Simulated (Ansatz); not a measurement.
# Sc6S, from a guessed structure to a relaxed one

This structure for Sc6S is made up. Its elements were placed in a known structure type with a cell scaled to their sizes. What cell does the guess relax to, and how far off was it?

Main program and level: Ansatz 0.2.0; DFT, PBE, plane-wave PAW, files of the set soft_1, scalar-relativistic, no spin, cell and ions relaxed at zero pressure; PAW set soft_1, in the first sound run; inputs show where later runs differ.

### Step 1. Set-up

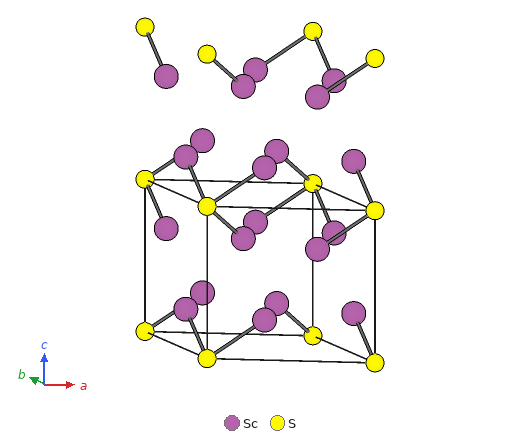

The cell as given, slightly off an axis (scandium purple, sulfur yellow). 1×1×2 cells are drawn. Some periodic images of atoms are drawn too.

### Step 2. Relaxation of the guess

The guess takes its coordinates from another compound and its volume from a rule, so the cell and any free coordinates are relaxed together.

input.yaml

```yaml
crystal:
  lattice:
    - [5.874, 0.0, 0.0]
    - [-2.937, 5.087033222, 0.0]
    - [0.0, 0.0, 5.343]
  atoms:
    - { symbol: Sc, position: [0.3424, 0.3424, 0.7368] }
    - { symbol: Sc, position: [0.6576, 0.0, 0.7368] }
    - { symbol: Sc, position: [0.0, 0.6576, 0.7368] }
    - { symbol: Sc, position: [0.6576, 0.6576, 0.2632] }
    - { symbol: Sc, position: [0.0, 0.3424, 0.2632] }
    - { symbol: Sc, position: [0.3424, 0.0, 0.2632] }
    - { symbol: S, position: [0.0, 0.0, 0.0] }
kpoints:
  mp_grid: { grid: [5, 5, 5] }
scf:
  occupations: { method: fermi_dirac, width: 0.05 }
hamiltonian:
  xc: pbe
  pseudopotentials: { kind: paw, azcp: { folder: soft_1 } }
relax:
  f_tol: 0.015
  max_steps: 70
  cell: {}
output:
  forces: true
  stress: true
```

Command:

```
$ ansatz run input.yaml --threads 4 --pin off --max-ram 10240MiB --backend cpu --events-out ev --progress --plain --runs-dir out
```

Numbers of over 12 decimals in the logs are rounded to 6 here.

The program printed:

```text
Engine: ansatz 0.2.0, x86_64-unknown-linux-gnu
Pseudopotentials: kind: paw
Pseudopotential: Sc, paw, valence charge 11, recommended cutoff 420 eV (normal), soft_1/Sc.paw.azcp
Pseudopotential: S, paw, valence charge 6, recommended cutoff 420 eV (normal), soft_1/S.paw.azcp
Functional definition: PBE
  parameter kappa = 0.804
  parameter beta = 0.066725
  exchange = pbe_x(kappa = kappa, mu = beta*pi^2/3)
  correlation = pbe_c(beta = beta)
Crystal: 7 atoms, lattice volume = 159.655 Å³
Basis set: ecut = 420 eV, 3149 PW (Γ), exchange–correlation on 80×80×72 points (8 copies of the dense FFT grid, shifted against one another)
Bands: 44, of which v1, the nominal top of the filled ones, is band 36 counted from 1 (35 counted from 0)
Symmetry: 12 space group operations
Space group: P-31m (ITA 162), of the structure as read, at distance tolerance 5.4e-5 Å
k-points: 19 of 125
Non-local potential: Sc, projectors of the file, l = 0: 3, l = 1: 2, l = 2: 3, l = 3: 1
Non-local potential: S, projectors of the file, l = 0: 2, l = 1: 2, l = 2: 1
PAW form: soft (Blöchl's): semilocal exchange-correlation on the pseudo side does not see the compensation charge
PAW one-centre angular grid: Sc, 590 points (default); XC on 64 Gauss nodes
PAW one-centre angular grid: S, 110 points (default); XC on 64 Gauss nodes
Initial density: superposition of atomic densities (chi_scale 0.1, normalization cell, long waves kept (reshape's long-wave potential 0.02 eV rms))
Initial wavefunctions: pseudopotential atomic-orbital guess
Functional: x = pbe(κ = 0.804, μ = 0.219515), c = pbe(β = 0.066725)
SCF iter   1: F=—  HF=-13720.990242 eV  |F-HF|=—  |Δ(HF+E_count)|=         —  Δρ=2.64e-2  dr2=3.47e0  ethr=3.10e-3  ⟨swp⟩=6.9  Hψ=3283  notcnv=0
preconditioner: auto → Kerker (q_TF=auto, 2.389 Å⁻¹)  [metal: Δε(μ)=0.016 eV  Ē_g=3.765 eV  σ=0.050 eV  W_gap=0.08  n_scr=28 (ndim 8)  ℏωp=14.4 eV  f_vac=0.000  D(μ)=11.94/eV (n_scr^D=132)]
SCF iter   2: F=—  HF=-13720.452164 eV  |F-HF|=—  |Δ(HF+E_count)|=   5.38e-1  Δρ=1.45e-2  dr2=1.20e0  ethr=3.10e-3  ⟨swp⟩=2.0  Hψ=1348  notcnv=0
SCF iter   3: F=—  HF=-13720.177830 eV  |F-HF|=—  |Δ(HF+E_count)|=   2.74e-1  Δρ=3.34e-3  dr2=3.83e-2  ethr=1.67e-3  ⟨swp⟩=2.5  Hψ=1237  notcnv=0
SCF iter   4: F=—  HF=-13720.171256 eV  |F-HF|=—  |Δ(HF+E_count)|=   6.57e-3  Δρ=9.44e-4  dr2=1.88e-3  ethr=5.32e-5  ⟨swp⟩=3.0  Hψ=1413  notcnv=0
SCF iter   5: F=—  HF=-13720.170844 eV  |F-HF|=—  |Δ(HF+E_count)|=   4.11e-4  Δρ=2.25e-4  dr2=1.12e-4  ethr=2.61e-6  ⟨swp⟩=2.5  Hψ=1350  notcnv=0
SCF iter   6: F=—  HF=-13720.170833 eV  |F-HF|=—  |Δ(HF+E_count)|=   1.15e-5  Δρ=5.45e-5  dr2=5.50e-6  ethr=1.56e-7  ⟨swp⟩=2.0  Hψ=1030  notcnv=0
SCF iter   7: F=—  HF=-13720.170844 eV  |F-HF|=—  |Δ(HF+E_count)|=   1.14e-5  Δρ=1.23e-5  dr2=2.30e-7  ethr=7.64e-9  ⟨swp⟩=2.7  Hψ=1400  notcnv=0
SCF iter   8: F=-13720.170844 eV  HF=-13720.170844 eV  |F-HF|=4.42e-9  |Δ(HF+E_count)|=   2.38e-8  Δρ=2.55e-6  dr2=1.16e-8  ethr=1.39e-10  ⟨swp⟩=4.3  Hψ=2574  notcnv=0
SCF 1 converged in 8 iterations: F = -13720.170844 eV  dr2 = 1.16e-8
  greatest PAW one-centre occupation: 0.998 electrons in one spin orbital (limit 2), on the Sc atom at site 5 (counted from 0), in its partial waves of l = 0
relax step   1: F+E_penalty+E_count = -13720.17084391 eV  Δ(F+E_penalty+E_count) = +0.000e0 eV  max|allowed force component| = 3.164e-1 eV/Å  Δτ_max = 0.0000 Å  P = +2.854 GPa  Ω = 159.655 Å³  (8 SCF iters, dr2 threshold 1.00e-7 eV, accepted)
Crystal: 7 atoms, lattice volume = 171.341 Å³
Basis set: ecut = 420 eV, 3355 PW (Γ), exchange–correlation on 80×80×72 points (8 copies of the dense FFT grid, shifted against one another)
Initial density: handed on by an earlier stage of this run
Initial wavefunctions: those handed on with the density
SCF iter   1: F=—  HF=-13720.507764 eV  |F-HF|=—  |Δ(HF+E_count)|=         —  Δρ=1.68e-2  dr2=2.63e0  ethr=3.10e-3  ⟨swp⟩=11.9  Hψ=3737  notcnv=0
preconditioner: auto → Kerker (q_TF=auto, 2.361 Å⁻¹)  [metal: Δε(μ)=0.004 eV  Ē_g=2.992 eV  σ=0.050 eV  W_gap=0.02  n_scr=28 (ndim 8)  ℏωp=13.3 eV  f_vac=0.000  D(μ)=11.82/eV (n_scr^D=132)]
SCF iter   2: F=—  HF=-13720.179663 eV  |F-HF|=—  |Δ(HF+E_count)|=   3.28e-1  Δρ=1.02e-2  dr2=1.08e0  ethr=3.10e-3  ⟨swp⟩=1.0  Hψ=988  notcnv=0
SCF iter   3: F=—  HF=-13719.954732 eV  |F-HF|=—  |Δ(HF+E_count)|=   2.25e-1  Δρ=1.64e-3  dr2=5.99e-3  ethr=1.50e-3  ⟨swp⟩=2.1  Hψ=1141  notcnv=0
SCF iter   4: F=—  HF=-13719.953974 eV  |F-HF|=—  |Δ(HF+E_count)|=   7.58e-4  Δρ=6.99e-4  dr2=1.02e-3  ethr=8.32e-6  ⟨swp⟩=2.0  Hψ=1233  notcnv=0
SCF iter   5: F=—  HF=-13719.953872 eV  |F-HF|=—  |Δ(HF+E_count)|=   1.02e-4  Δρ=1.70e-4  dr2=6.67e-5  ethr=1.42e-6  ⟨swp⟩=2.0  Hψ=961  notcnv=0
SCF iter   6: F=—  HF=-13719.953508 eV  |F-HF|=—  |Δ(HF+E_count)|=   3.64e-4  Δρ=4.83e-5  dr2=4.88e-6  ethr=9.27e-8  ⟨swp⟩=1.9  Hψ=942  notcnv=0
SCF iter   7: F=-13719.953508 eV  HF=-13719.953508 eV  |F-HF|=1.58e-7  |Δ(HF+E_count)|=   6.75e-8  Δρ=1.20e-5  dr2=4.05e-7  ethr=9.72e-10  ⟨swp⟩=4.6  Hψ=2596  notcnv=0
SCF 2 converged in 7 iterations: F = -13719.953508 eV  dr2 = 4.05e-7
relax step   2: F+E_penalty+E_count = -13719.95350832 eV  Δ(F+E_penalty+E_count) = +2.173e-1 eV  max|allowed force component| = 6.903e-1 eV/Å  Δτ_max = 0.1747 Å  P = -1.086 GPa  Ω = 171.341 Å³  energy of the carried Pulay correction = -6.336e-4 eV  (7 SCF iters, dr2 threshold 7.00e-7 eV, rejected (line search))
Crystal: 7 atoms, lattice volume = 165.699 Å³
Basis set: ecut = 420 eV, 3223 PW (Γ), exchange–correlation on 80×80×72 points (8 copies of the dense FFT grid, shifted against one another)
iter 1 solved again at ethr=1.58e-3 eV; its pass at ethr=3.10e-3 eV (dr2=1.14e0 eV) is discarded
SCF iter   1: F=—  HF=-13720.533864 eV  |F-HF|=—  |Δ(HF+E_count)|=         —  Δρ=1.20e-2  dr2=1.14e0  ethr=1.58e-3  ⟨swp⟩=1.1  Hψ=4959  notcnv=0
preconditioner: auto → Kerker (q_TF=auto, 2.374 Å⁻¹)  [metal: Δε(μ)=0.038 eV  Ē_g=3.930 eV  σ=0.050 eV  W_gap=0.18  n_scr=28 (ndim 8)  ℏωp=14.1 eV  f_vac=0.000  D(μ)=9.13/eV (n_scr^D=82)]
SCF iter   2: F=—  HF=-13720.384245 eV  |F-HF|=—  |Δ(HF+E_count)|=   1.50e-1  Δρ=7.16e-3  dr2=4.62e-1  ethr=1.58e-3  ⟨swp⟩=1.0  Hψ=836  notcnv=0
SCF iter   3: F=—  HF=-13720.283250 eV  |F-HF|=—  |Δ(HF+E_count)|=   1.01e-1  Δρ=9.89e-4  dr2=2.23e-3  ethr=6.41e-4  ⟨swp⟩=2.2  Hψ=1142  notcnv=0
SCF iter   4: F=—  HF=-13720.282605 eV  |F-HF|=—  |Δ(HF+E_count)|=   6.45e-4  Δρ=3.64e-4  dr2=2.49e-4  ethr=3.10e-6  ⟨swp⟩=2.1  Hψ=1228  notcnv=0
SCF iter   5: F=—  HF=-13720.282570 eV  |F-HF|=—  |Δ(HF+E_count)|=   3.48e-5  Δρ=1.05e-4  dr2=2.47e-5  ethr=3.46e-7  ⟨swp⟩=2.4  Hψ=1356  notcnv=0
SCF iter   6: F=—  HF=-13720.282661 eV  |F-HF|=—  |Δ(HF+E_count)|=   9.15e-5  Δρ=2.49e-5  dr2=1.14e-6  ethr=3.43e-8  ⟨swp⟩=2.8  Hψ=1521  notcnv=0
SCF iter   7: F=—  HF=-13720.282662 eV  |F-HF|=—  |Δ(HF+E_count)|=   6.40e-7  Δρ=5.02e-6  dr2=4.62e-8  ethr=1.58e-9  ⟨swp⟩=2.2  Hψ=986  notcnv=0
SCF iter   8: F=—  HF=-13720.282662 eV  |F-HF|=—  |Δ(HF+E_count)|=   4.60e-9  Δρ=1.41e-6  dr2=4.54e-9  ethr=6.41e-11  ⟨swp⟩=2.8  Hψ=1512  notcnv=0
SCF iter   9: F=—  HF=-13720.282662 eV  |F-HF|=—  |Δ(HF+E_count)|=  6.62e-10  Δρ=4.82e-7  dr2=5.72e-10  ethr=6.30e-12  ⟨swp⟩=2.9  Hψ=1678  notcnv=0
SCF iter  10: F=-13720.282662 eV  HF=-13720.282662 eV  |F-HF|=1.82e-12  |Δ(HF+E_count)|=  1.26e-10  Δρ=9.33e-8  dr2=1.60e-11  ethr=1.00e-12  ⟨swp⟩=3.0  Hψ=2857  notcnv=0
SCF 3 converged in 10 iterations: F = -13720.282662 eV  dr2 = 1.60e-11
relax step   3: F+E_penalty+E_count = -13720.28266195 eV  Δ(F+E_penalty+E_count) = -1.118e-1 eV  max|allowed force component| = 1.918e-2 eV/Å  Δτ_max = 0.0517 Å  P = -0.106 GPa  Ω = 165.699 Å³  energy of the carried Pulay correction = -3.333e-4 eV  (10 SCF iters, accepted)
Crystal: 7 atoms, lattice volume = 164.791 Å³
Basis set: ecut = 420 eV, 3211 PW (Γ), exchange–correlation on 80×80×72 points (8 copies of the dense FFT grid, shifted against one another)
iter 1 solved again at ethr=1.75e-6 eV; its pass at ethr=3.10e-3 eV (dr2=1.26e-3 eV) is discarded
SCF iter   1: F=—  HF=-13720.286236 eV  |F-HF|=—  |Δ(HF+E_count)|=         —  Δρ=5.46e-4  dr2=1.29e-3  ethr=1.75e-6  ⟨swp⟩=1.6  Hψ=4397  notcnv=0
preconditioner: auto → Kerker (q_TF=auto, 2.377 Å⁻¹)  [metal: Δε(μ)=0.014 eV  Ē_g=3.962 eV  σ=0.050 eV  W_gap=0.07  n_scr=28 (ndim 8)  ℏωp=14.2 eV  f_vac=0.000  D(μ)=8.51/eV (n_scr^D=70)]
SCF iter   2: F=—  HF=-13720.286052 eV  |F-HF|=—  |Δ(HF+E_count)|=   1.84e-4  Δρ=3.21e-4  dr2=5.27e-4  ethr=1.75e-6  ⟨swp⟩=1.7  Hψ=852  notcnv=0
SCF iter   3: F=—  HF=-13720.286039 eV  |F-HF|=—  |Δ(HF+E_count)|=   1.32e-5  Δρ=5.03e-5  dr2=1.08e-5  ethr=7.32e-7  ⟨swp⟩=2.0  Hψ=1027  notcnv=0
iter 4 did not close the SCF: its close was put off for the readings that it lacked (scf_convergence_deferred on its scf_iter line)
SCF iter   4: F=-13720.286036 eV  HF=-13720.286036 eV  |F-HF|=1.95e-7  |Δ(HF+E_count)|=   2.66e-6  Δρ=1.74e-5  dr2=6.15e-7  ethr=1.51e-8  ⟨swp⟩=2.0  Hψ=1082  notcnv=0
iter 5 did not close the SCF: its close was put off for the readings that it lacked (scf_convergence_deferred on its scf_iter line)
SCF iter   5: F=-13720.286036 eV  HF=-13720.286036 eV  |F-HF|=1.56e-8  |Δ(HF+E_count)|=   7.96e-8  Δρ=4.31e-6  dr2=4.19e-8  ethr=8.54e-10  ⟨swp⟩=2.0  Hψ=1094  notcnv=0
SCF iter   6: F=-13720.286036 eV  HF=-13720.286036 eV  |F-HF|=4.06e-10  |Δ(HF+E_count)|=   5.51e-9  Δρ=9.86e-7  dr2=1.87e-9  ethr=5.82e-11  ⟨swp⟩=1.1  Hψ=2507  notcnv=0
SCF 4 converged in 6 iterations: F = -13720.286036 eV  dr2 = 1.87e-9
  greatest PAW one-centre occupation: 0.998 electrons in one spin orbital (limit 2), on the Sc atom at site 4 (counted from 0), in its partial waves of l = 0
relax step   4: F+E_penalty+E_count = -13720.28603628 eV  Δ(F+E_penalty+E_count) = -3.374e-3 eV  max|allowed force component| = 3.412e-2 eV/Å  Δτ_max = 0.0057 Å  P = +0.190 GPa  Ω = 164.791 Å³  energy of the carried Pulay correction = -2.840e-4 eV  (6 SCF iters, dr2 threshold 7.00e-7 eV, accepted)
Crystal: 7 atoms, lattice volume = 165.442 Å³
iter 1 solved again at ethr=2.87e-6 eV; its pass at ethr=3.10e-3 eV (dr2=2.07e-3 eV) is discarded
SCF iter   1: F=—  HF=-13720.287600 eV  |F-HF|=—  |Δ(HF+E_count)|=         —  Δρ=6.17e-4  dr2=1.99e-3  ethr=2.87e-6  ⟨swp⟩=2.2  Hψ=4091  notcnv=0
preconditioner: auto → Kerker (q_TF=auto, 2.375 Å⁻¹)  [metal: Δε(μ)=0.015 eV  Ē_g=3.974 eV  σ=0.050 eV  W_gap=0.07  n_scr=28 (ndim 8)  ℏωp=14.1 eV  f_vac=0.000  D(μ)=8.56/eV (n_scr^D=70)]
SCF iter   2: F=—  HF=-13720.287310 eV  |F-HF|=—  |Δ(HF+E_count)|=   2.90e-4  Δρ=3.64e-4  dr2=8.33e-4  ethr=2.77e-6  ⟨swp⟩=2.0  Hψ=884  notcnv=0
SCF iter   3: F=—  HF=-13720.287094 eV  |F-HF|=—  |Δ(HF+E_count)|=   2.16e-4  Δρ=6.84e-5  dr2=2.30e-5  ethr=1.16e-6  ⟨swp⟩=2.0  Hψ=1050  notcnv=0
SCF iter   4: F=—  HF=-13720.287209 eV  |F-HF|=—  |Δ(HF+E_count)|=   1.15e-4  Δρ=2.32e-5  dr2=8.23e-7  ethr=3.20e-8  ⟨swp⟩=2.0  Hψ=1085  notcnv=0
iter 5 did not close the SCF: its close was put off for the readings that it lacked (scf_convergence_deferred on its scf_iter line)
SCF iter   5: F=-13720.287209 eV  HF=-13720.287209 eV  |F-HF|=1.00e-8  |Δ(HF+E_count)|=   6.06e-8  Δρ=5.02e-6  dr2=4.18e-8  ethr=1.14e-9  ⟨swp⟩=3.0  Hψ=1566  notcnv=0
SCF iter   6: F=-13720.287209 eV  HF=-13720.287209 eV  |F-HF|=8.19e-11  |Δ(HF+E_count)|=  7.13e-10  Δρ=1.45e-6  dr2=3.50e-9  ethr=5.81e-11  ⟨swp⟩=1.0  Hψ=2620  notcnv=0
SCF 5 converged in 6 iterations: F = -13720.287209 eV  dr2 = 3.50e-9
relax step   5: F+E_penalty+E_count = -13720.28720859 eV  Δ(F+E_penalty+E_count) = -1.172e-3 eV  max|allowed force component| = 2.482e-2 eV/Å  Δτ_max = 0.0077 Å  P = +0.049 GPa  Ω = 165.442 Å³  energy of the carried Pulay correction = -3.194e-4 eV  (6 SCF iters, dr2 threshold 4.17e-7 eV, accepted)
Crystal: 7 atoms, lattice volume = 165.432 Å³
iter 1 solved again at ethr=5.58e-7 eV; its pass at ethr=3.10e-3 eV (dr2=4.02e-4 eV) is discarded
SCF iter   1: F=—  HF=-13720.287469 eV  |F-HF|=—  |Δ(HF+E_count)|=         —  Δρ=2.67e-4  dr2=4.04e-4  ethr=5.58e-7  ⟨swp⟩=2.0  Hψ=3485  notcnv=0
preconditioner: auto → Kerker (q_TF=auto, 2.375 Å⁻¹)  [metal: Δε(μ)=0.013 eV  Ē_g=3.960 eV  σ=0.050 eV  W_gap=0.07  n_scr=28 (ndim 8)  ℏωp=14.1 eV  f_vac=0.000  D(μ)=8.64/eV (n_scr^D=70)]
SCF iter   2: F=—  HF=-13720.287411 eV  |F-HF|=—  |Δ(HF+E_count)|=   5.82e-5  Δρ=1.55e-4  dr2=1.77e-4  ethr=5.58e-7  ⟨swp⟩=1.0  Hψ=836  notcnv=0
SCF iter   3: F=—  HF=-13720.287368 eV  |F-HF|=—  |Δ(HF+E_count)|=   4.33e-5  Δρ=2.60e-5  dr2=2.09e-6  ethr=2.46e-7  ⟨swp⟩=2.0  Hψ=1051  notcnv=0
SCF iter   4: F=—  HF=-13720.287476 eV  |F-HF|=—  |Δ(HF+E_count)|=   1.08e-4  Δρ=8.74e-6  dr2=1.78e-7  ethr=2.90e-9  ⟨swp⟩=2.0  Hψ=1108  notcnv=0
iter 5 did not close the SCF: its close was put off for the readings that it lacked (scf_convergence_deferred on its scf_iter line)
SCF iter   5: F=-13720.287476 eV  HF=-13720.287476 eV  |F-HF|=4.22e-9  |Δ(HF+E_count)|=   2.81e-8  Δρ=1.70e-6  dr2=7.43e-9  ethr=2.48e-10  ⟨swp⟩=2.0  Hψ=1061  notcnv=0
SCF iter   6: F=-13720.287476 eV  HF=-13720.287476 eV  |F-HF|=2.31e-10  |Δ(HF+E_count)|=  8.59e-10  Δρ=4.98e-7  dr2=5.92e-10  ethr=1.03e-11  ⟨swp⟩=1.4  Hψ=2568  notcnv=0
SCF 6 converged in 6 iterations: F = -13720.287476 eV  dr2 = 5.92e-10
relax step   6: F+E_penalty+E_count = -13720.28747558 eV  Δ(F+E_penalty+E_count) = -2.670e-4 eV  max|allowed force component| = 2.252e-3 eV/Å  Δτ_max = 0.0027 Å  P = +0.009 GPa  Ω = 165.432 Å³  energy of the carried Pulay correction = -3.189e-4 eV  (6 SCF iters, dr2 threshold 3.85e-8 eV, accepted)
Basis set: ecut = 420 eV, 3211 PW (Γ), exchange–correlation on 80×80×80 points (8 copies of the dense FFT grid, shifted against one another)
Initial wavefunctions: pseudopotential atomic-orbital guess (no wavefunctions were taken with the density)
iter 1 solved again at ethr=1.18e-6 eV; its pass at ethr=3.10e-3 eV (dr2=8.53e-4 eV) is discarded
SCF iter   1: F=—  HF=-13720.287722 eV  |F-HF|=—  |Δ(HF+E_count)|=         —  Δρ=6.99e-5  dr2=2.31e-7  ethr=1.18e-6  ⟨swp⟩=3.1  Hψ=5211  notcnv=0
eigensolver tolerance schedule: the retry pair's looser diagonalisation over-reported the residual by 3695.39 of it (diagonalisation noise at an unbounded share of the residual, at the tolerance the schedule requests for it); recorded, not acted on — ethr = c·dr2/N_el stays at c = 1.0e-1
preconditioner: auto → Kerker (q_TF=auto, 2.375 Å⁻¹)  [metal: Δε(μ)=0.014 eV  Ē_g=3.964 eV  σ=0.050 eV  W_gap=0.07  n_scr=28 (ndim 8)  ℏωp=14.1 eV  f_vac=0.000  D(μ)=8.62/eV (n_scr^D=70)]
SCF iter   2: F=—  HF=-13720.287779 eV  |F-HF|=—  |Δ(HF+E_count)|=   5.72e-5  Δρ=3.55e-5  dr2=6.33e-8  ethr=3.21e-10  ⟨swp⟩=2.9  Hψ=1686  notcnv=0
SCF iter   3: F=—  HF=-13720.287787 eV  |F-HF|=—  |Δ(HF+E_count)|=   8.13e-6  Δρ=2.06e-6  dr2=4.87e-9  ethr=8.79e-11  ⟨swp⟩=2.0  Hψ=1413  notcnv=0
SCF iter   4: F=—  HF=-13720.287787 eV  |F-HF|=—  |Δ(HF+E_count)|=   2.38e-9  Δρ=8.65e-7  dr2=8.17e-10  ethr=6.76e-12  ⟨swp⟩=2.0  Hψ=1063  notcnv=0
iter 5 did not close the SCF: its close was put off for the readings that it lacked (scf_convergence_deferred on its scf_iter line)
SCF iter   5: F=-13720.287787 eV  HF=-13720.287787 eV  |F-HF|=2.36e-11  |Δ(HF+E_count)|=  1.27e-10  Δρ=1.42e-7  dr2=4.93e-11  ethr=1.13e-12  ⟨swp⟩=2.1  Hψ=1409  notcnv=0
SCF iter   6: F=-13720.287787 eV  HF=-13720.287787 eV  |F-HF|=5.46e-12  |Δ(HF+E_count)|=  1.82e-12  Δρ=8.31e-8  dr2=1.45e-11  ethr=1.00e-12  ⟨swp⟩=3.0  Hψ=2604  notcnv=0
SCF 7 converged in 6 iterations: F = -13720.287787 eV  dr2 = 1.45e-11
relax step   7: F+E_penalty+E_count = -13720.28778748 eV  Δ(F+E_penalty+E_count) = -3.119e-4 eV  max|allowed force component| = 2.211e-3 eV/Å  Δτ_max = 0.0000 Å  P = +0.009 GPa  Ω = 165.432 Å³  stress off target by 1.28e-2 GPa  SCF on the basis re-selected at this cell (its energy is not comparable with the rows above)  (6 SCF iters)
basis re-selected at this cell: Δ(F+E_penalty+E_count) = -3.119e-4 eV, ΔP = -0.000 GPa vs the last step (what re-selecting the basis moved, of the pressure what is left beyond the Pulay correction that the steps carried, after the strain that the cell walked since its last selection, with what the two solves' SCF thresholds leave and, on support functions, any second-order correction that the steps lacked; it is no measure of the basis error at this ecutwfc). The dense FFT grid was sized anew with the basis: this SCF ran on 40×40×40 points, the steps before it on 40×40×36, so part of this shift can come from that change (see relax.cell in the input reference). [rest of the remark cut]
SCF converged after 6 iterations
Free energy (F): -13720.287787 eV
Harris-Foulkes:  -13720.287787 eV  (|F-HF|=5.46e-12)
Internal energy: -13720.215042 eV  (E = F + TS)
E sigma→0 (E₀):  -13720.251415 eV
Entropy (-TS):   -0.072745 eV (-10.392 meV/atom)
Fermi energy:    9.021128 eV
--- Per-component energies (eV) ---
  E_band       = -1031.383939
  E_kinetic    = 1345.370981
  E_local      = -5306.356942  (includes V_loc(G=0)·N_el)
  E_nonlocal   = 892.324150
  E_hartree    = 1899.283475
  E_xc         = -601.679827
  E_vxc        = -712.770586  (∫ρ·V_xc dr)
  E_paw        = -6553.629656  (= ΣΔE_a)
  E_vpaw       = -1048.518992  (= ΣTr[D̂ρ^β])
  E_aug_tail   = 0.000265  (compensation charges beyond the density's cutoff)
  E_ewald      = -5395.527487
  E_smearing   = -0.072745  (= −TS)
  E_closure    = -0.000000  (closes the sum)
  Σ components = -13720.287787   (vs F -13720.287787, Δ=0.00e0)
--- Forces (eV/Å), atoms counted from 1 ---
  atom   1  Sc     0.00060113     0.00104118    -0.00221068
  atom   2  Sc    -0.00120225    -0.00000000    -0.00221068
  atom   3  Sc     0.00060113    -0.00104118    -0.00221068
  atom   4  Sc    -0.00060113    -0.00104118     0.00221068
  atom   5  Sc    -0.00060113     0.00104118     0.00221068
  atom   6  Sc     0.00120225     0.00000000     0.00221068
  atom   7  S     -0.00000000     0.00000000    -0.00000000
  max |Σ_I F_I| component: 8.67e-18 eV/Å
--- Stress (GPa, compression-positive) ---
        0.006660       0.000000      -0.000000
        0.000000       0.006660      -0.000000
       -0.000000      -0.000000       0.012827
  P = ⅓ Tr σ = 0.0087 GPa (0.087 kbar)
--- Relaxed structure (6 steps of the walk, 5 accepted, 1 SCFs on fresh bases) ---
  F+E_penalty+E_count = -13720.28778748 eV   max|allowed force component| = 2.211e-3 eV/Å   (the final SCF, on the basis selected at the relaxed cell)
  cell:  # Å, volume = 165.4321 Å³
    - [5.910662, 0.0, 0]
    - [-2.955331, 5.118784, 0]
    - [0, 0.0, 5.467852]
  atoms:
    - { symbol: Sc, position: [0.348093, 0.348093, 0.744194] }
    - { symbol: Sc, position: [0.651907, 0, 0.744194] }
    - { symbol: Sc, position: [0, 0.651907, 0.744194] }
    - { symbol: Sc, position: [0.651907, 0.651907, 0.255806] }
    - { symbol: Sc, position: [-8.326672684688674e-17, 0.348093, 0.255806] }
    - { symbol: Sc, position: [0.348093, 0, 0.255806] }
    - { symbol: S, position: [0, 0, 0] }
```

It took 14 s on 4 threads of AMD EPYC 7B13 (Zen 3), shared host; peak memory 0.65 GiB.

(Part 1 of 2 ends here.)

[Logs are printed without paths, hosts, clocks, repeated set-up lines and the standing remarks that a program may print on its own settings, such as how far it seeks lower states.]

[Hosts, paths, dates, database ids (printed as entryN), source tags and the programs' standing remarks are cut or masked in the printed files.]
